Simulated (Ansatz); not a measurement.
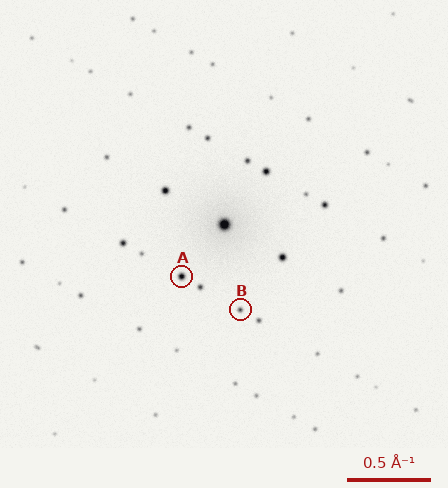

The pattern is a kinematic simulation for 100 kV electrons (no multiple scattering; isotropic B = 0.3 Å²). Two individuals of a reflection twin are superposed (a geometric construction: whether this twin forms is not tested; the second individual is smaller and so fainter). Crystal: Zr, space group P6_3/mmc (No. 194), a = 3.233 Å, c = 5.166 Å (hexagonal axes), zone axis [211]. Structure: the end point of a relaxation at fixed volume with DFT PBE, spin-orbit coupling, plane waves, PAW in Ansatz.

In the first individual spot A is -1 1 1 and spot B is -1 0 2.

Find the twin plane.

(01-1). The spot positions of the combined pattern are mirror-symmetric about the row through 0 1 -1 (d = 2.461 Å), which both individuals share, while a single individual has only symmetry 2mm without that mirror line. Friedel's law adds a mirror line at right angles, along which no low-index reflection lies.

Which other reflections coincide?

Within the frame only the reflections of the common row coincide.
